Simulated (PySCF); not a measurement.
**C4H7Si− (SMILES [SiH2-]C1C=CC1): levels of theory compared**

We compute a comparison of 6 runs (HF/STO-3G, HF/3-21G, TPSSh/STO-3G, B3LYP/6-31G*, PBE0/cc-pVDZ, MP2/6-311G**) of C4H7Si−. The job is set up through a Python script.

Program for the calculation: PySCF 2.14.0.

1 further run of the same task is left out (set aside as unsound or not needed).

### 1 The system as given

The species is C4H7Si− (12 atoms), meant as a singlet with charge -1. As SMILES, `[SiH2-]C1C=CC1`. Geometry: relaxed at GFN2-xTB. This is one conformer, not always the lowest.

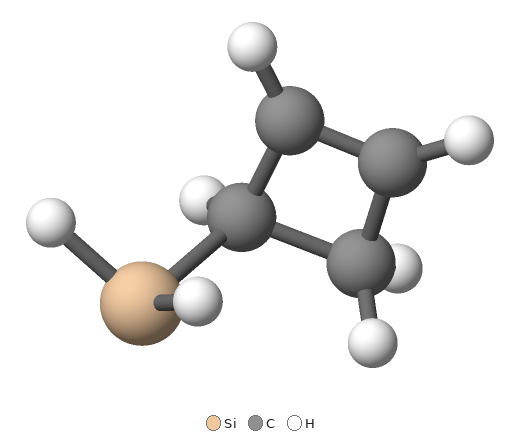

The structure, seen from a chosen angle (silicon light orange, carbon grey, hydrogen white).

### 2 Energy and gradient at HF/STO-3G (run 1)

Contents of mol.xyz:

```xyz
12
C4H7Si
Si     0.301170     1.147450     1.660330
C     -0.613550    -0.002610     0.429800
C     -0.461280     0.394040    -0.988990
C      0.297510    -0.659980    -1.313370
C      0.177370    -1.274530     0.052970
H     -0.449690     2.415590     1.473500
H      1.552130     1.444260     0.926110
H     -1.638860    -0.178040     0.774230
H     -0.772020     1.279000    -1.530800
H      0.885990    -0.944750    -2.177560
H      1.115890    -1.410950     0.595390
H     -0.394670    -2.209470     0.098390
```

Contents of run.py:

```python
import pyscf.grad
from pyscf import gto, scf

mol = gto.M(
    atom='mol.xyz',
    verbose=3,
    charge=-1,
    max_memory=1860,
    basis='sto-3g',
)

mf = scf.RHF(mol)
mf.conv_tol = 1e-10
mf.kernel()
if not mf.converged:
    mf = mf.newton().run(mf.mo_coeff, mf.mo_occ)

e_final = mf.e_tot
print('E = %.10f Eh' % e_final)
grad = mf.Gradients().kernel()
mf.analyze()
```

On the command line:

```
OMP_NUM_THREADS=1 python run.py
```

The log of the run:

```text
converged SCF energy = -439.014542371739
E = -439.0145423717 Eh
--------------- RHF gradients ---------------
         x                y                z
0 Si    -0.0127112933    -0.0016043106    -0.0631229409
1 C     0.0137230675    -0.0234381673    -0.0216694692
2 C    -0.0174995271     0.0265236693     0.0386232194
3 C     0.0133465927    -0.0272749423     0.0142119958
4 C    -0.0039714429     0.0228390921    -0.0082170569
5 H    -0.0080879145     0.0084516745     0.0199633446
6 H     0.0182879369    -0.0046860734     0.0137260697
7 H    -0.0043343021     0.0018445853     0.0053502051
8 H     0.0004183624    -0.0002296883     0.0012604617
9 H     0.0022269280    -0.0013599118    -0.0016966133
10 H     0.0028412194     0.0021701531     0.0013947831
11 H    -0.0042396270    -0.0032360806     0.0001760009
----------------------------------------------
**** MO energy ****
MO #1   energy= -67.4979210787255  occ= 2
MO #2   energy= -10.8386677874599  occ= 2
MO #3   energy= -10.8210259414533  occ= 2
MO #4   energy= -10.7991389479976  occ= 2
MO #5   energy= -10.7547645256229  occ= 2
MO #6   energy= -5.51336096446193  occ= 2
MO #7   energy= -3.53331977694532  occ= 2
MO #8   energy= -3.53317963866777  occ= 2
MO #9   energy= -3.53245215984865  occ= 2
MO #10  energy= -0.900716531267961 occ= 2
MO #11  energy= -0.660633425698297 occ= 2
MO #12  energy= -0.621144114101469 occ= 2
MO #13  energy= -0.476009356830692 occ= 2
MO #14  energy= -0.437669794882431 occ= 2
MO #15  energy= -0.397806838472321 occ= 2
MO #16  energy= -0.314068404350352 occ= 2
MO #17  energy= -0.28750326087716  occ= 2
MO #18  energy= -0.228590758711506 occ= 2
MO #19  energy= -0.215179292654466 occ= 2
MO #20  energy= -0.139503114193096 occ= 2
MO #21  energy= -0.105318112757839 occ= 2
MO #22  energy= -0.067309538287565 occ= 2
MO #23  energy= 0.12520784740716   occ= 2
MO #24  energy= 0.50717689324312   occ= 0
MO #25  energy= 0.795873623630016  occ= 0
MO #26  energy= 0.802466502153298  occ= 0
MO #27  energy= 0.814332372982584  occ= 0
MO #28  energy= 0.83726427723847   occ= 0
MO #29  energy= 0.870080457515321  occ= 0
MO #30  energy= 0.888284277174776  occ= 0
MO #31  energy= 0.912752456896691  occ= 0
MO #32  energy= 0.932464496849655  occ= 0
MO #33  energy= 0.94020085183215   occ= 0
MO #34  energy= 1.01861146274322   occ= 0
MO #35  energy= 1.03721116600987   occ= 0
MO #36  energy= 1.39221592758013   occ= 0
 ** Mulliken atomic charges  **
charge of    0Si =     -0.02106
charge of    1C =     -0.16650
charge of    2C =     -0.03843
charge of    3C =     -0.12073
charge of    4C =     -0.06387
charge of    5H =     -0.28106
charge of    6H =     -0.27622
charge of    7H =     -0.02285
charge of    8H =      0.00218
charge of    9H =     -0.00894
charge of   10H =      0.00680
charge of   11H =     -0.00929

WARN: System has nonzero charge -1; the dipole moment is origin-dependent.
Location of origin: [0. 0. 0.]

Dipole moment(X, Y, Z, Debye): -1.22509, -3.93997, -5.42845
```

It took 2.8 s on 1 thread of Intel Xeon at 2.70GHz, shared host; peak memory 0.12 GiB.

### 3 Energy and gradient at HF/3-21G (run 2)

Contents of input.py:

```python
# [SiH2-]C1C=CC1
import pyscf.grad
from pyscf import gto, scf

molecule = gto.Mole()
molecule.atom = [
    ('Si', (0.301170, 1.147450, 1.660330)),
    ('C', (-0.613550, -0.002610, 0.429800)),
    ('C', (-0.461280, 0.394040, -0.988990)),
    ('C', (0.297510, -0.659980, -1.313370)),
    ('C', (0.177370, -1.274530, 0.052970)),
    ('H', (-0.449690, 2.415590, 1.473500)),
    ('H', (1.552130, 1.444260, 0.926110)),
    ('H', (-1.638860, -0.178040, 0.774230)),
    ('H', (-0.772020, 1.279000, -1.530800)),
    ('H', (0.885990, -0.944750, -2.177560)),
    ('H', (1.115890, -1.410950, 0.595390)),
    ('H', (-0.394670, -2.209470, 0.098390)),
]
molecule.max_memory = 1860
molecule.verbose = 3
molecule.charge = -1
molecule.basis = '3-21g'
molecule.spin = 0
molecule.build()

mf = scf.RHF(molecule)
mf.conv_tol = 1e-10
mf.kernel()
if not mf.converged:
    mf = mf.newton().run(mf.mo_coeff, mf.mo_occ)

energy = mf.e_tot
print('E = %.10f Eh' % energy)
grad = mf.Gradients().kernel()
dip = mf.dip_moment()
pop, q = mf.mulliken_pop()
```

On the command line:

```
OMP_NUM_THREADS=1 python input.py
```

The log of the run:

```text
converged SCF energy = -441.960133636513
E = -441.9601336365 Eh
--------------- RHF gradients ---------------
         x                y                z
0 Si    -0.0048465918     0.0119178080    -0.0560716148
1 C     0.0315441796    -0.0066802465    -0.0161802206
2 C    -0.0054541117    -0.0035158045     0.0367914067
[... 8 lines of this table left out ...]
11 H    -0.0025192358    -0.0063112446     0.0003023547
----------------------------------------------

WARN: System has nonzero charge -1; the dipole moment is origin-dependent.
Location of origin: [0. 0. 0.]

Dipole moment(X, Y, Z, Debye): -1.55047, -4.19302, -7.17727
[... 76 lines left out ...]
charge of   11H =      0.16041
```

It took 4.2 s on 1 thread of Intel Xeon at 2.70GHz, shared host; peak memory 0.13 GiB.

Runs 3 to 5 aren't shown in full; the table further down has their settings and results.

### 4 Energy and forces at MP2/6-311G(d,p) (run 6)

Contents of calc.py:

```python
from pyscf import gto, scf, mp

mol = gto.M(
    atom='''
Si       0.301170       1.147450       1.660330
C       -0.613550      -0.002610       0.429800
C       -0.461280       0.394040      -0.988990
C        0.297510      -0.659980      -1.313370
C        0.177370      -1.274530       0.052970
H       -0.449690       2.415590       1.473500
H        1.552130       1.444260       0.926110
H       -1.638860      -0.178040       0.774230
H       -0.772020       1.279000      -1.530800
H        0.885990      -0.944750      -2.177560
H        1.115890      -1.410950       0.595390
H       -0.394670      -2.209470       0.098390
''',
    charge=-1,
    max_memory=1860,
    basis='6-311g**',
    verbose=3,
)

hf = scf.RHF(mol)
hf.conv_tol = 1e-10
hf.kernel()
if not hf.converged:
    hf = hf.newton().run(hf.mo_coeff, hf.mo_occ)

pt = mp.MP2(hf, frozen=9).run()
etot = pt.e_tot
print(f'total energy: {etot:.8f} hartree')
grad = pt.nuc_grad_method().kernel()
hf.analyze()
```

On the command line:

```
OMP_NUM_THREADS=1 python calc.py
```

The log of the run:

```text
converged SCF energy = -444.405915832088
[... 15 lines left out ...]
MO #4   energy= -11.0636432007147  occ= 2
[... 16 lines left out ...]
MO #21  energy= -0.235834754503138 occ= 2
[... 16 lines left out ...]
MO #38  energy= 0.617646559041962  occ= 0
[... 16 lines left out ...]
MO #55  energy= 0.975796900423485  occ= 0
[... 16 lines left out ...]
MO #72  energy= 1.64311889127493   occ= 0
[... 16 lines left out ...]
MO #89  energy= 2.13341675709108   occ= 0
[... 16 lines left out ...]
MO #106 energy= 2.82931319572429   occ= 0
[... 16 lines left out ...]
MO #123 energy= 3.73719055270864   occ= 0
[... 16 lines left out ...]
MO #140 energy= 144.188899835835   occ= 0
[... 14 lines left out ...]
WARN: System has nonzero charge -1; the dipole moment is origin-dependent.
Location of origin: [0. 0. 0.]

Dipole moment(X, Y, Z, Debye): -1.58340, -4.27215, -7.34799
```

Run time: 78 s. Hardware: 1 thread of Intel Xeon at 2.70GHz, shared host; peak memory 2 GiB.

### 5 The series

```
run                               level  integration grid  Cartesian functions  energy (Eh)  HOMO energy (eV)  LUMO energy (eV)  HOMO–LUMO gap (eV)  wall time
  1                           HF/STO-3G                 –                   no  -439.014542              3.41             13.80               10.39      2.8 s
  2                            HF/3-21G                 –                   no  -441.960134             -0.87              9.28               10.15      4.2 s
  3                        TPSSh/STO-3G                 5                   no  -440.718336              6.28              8.79                2.52       29 s
  4  B3LYP/6-31G* (Cartesian functions)                 5                  yes  -446.040924              1.29              5.18                3.89       52 s
  5                        PBE0/cc-pVDZ                 5                   no  -445.735996              0.99              5.12                4.13       65 s
  6                        MP2/6-311G**                 –                   no  -445.090255             -1.15              8.07                9.22       78 s
```

### 6 Outcome

| quantity | value |
| --- | --- |
| run 6: total energy | -445.09025 Eh |
| run 6: HOMO energy (Hartree–Fock orbitals) | -1.15 eV |
| run 6: LUMO energy (Hartree–Fock orbitals) | 8.07 eV |
| run 6: HOMO–LUMO gap (to an unbound level, set by the basis) | 9.22 eV |
| run 6: correlation energy (9 core orbitals frozen) | -684.3 mEh |
| run 6: largest force on an atom | 2.180 eV/Å |

What this shows: Over runs 1, 2, 3, 4, 5 the HOMO–LUMO gap runs from 2.52 eV (TPSSh/STO-3G) to 10.39 eV (HF/STO-3G). Exact exchange widens orbital gaps. The empty levels of an anion lie above zero and hang on the basis. Totals of different functionals can't be ranked against each other. In runs 1, 3, 4, 5 the HOMO lies above zero, so the outermost electron may be held by the basis alone. In runs 1, 3 the basis is minimal, so the values are rough. All runs together took 3.8 min, the longest 78 s.
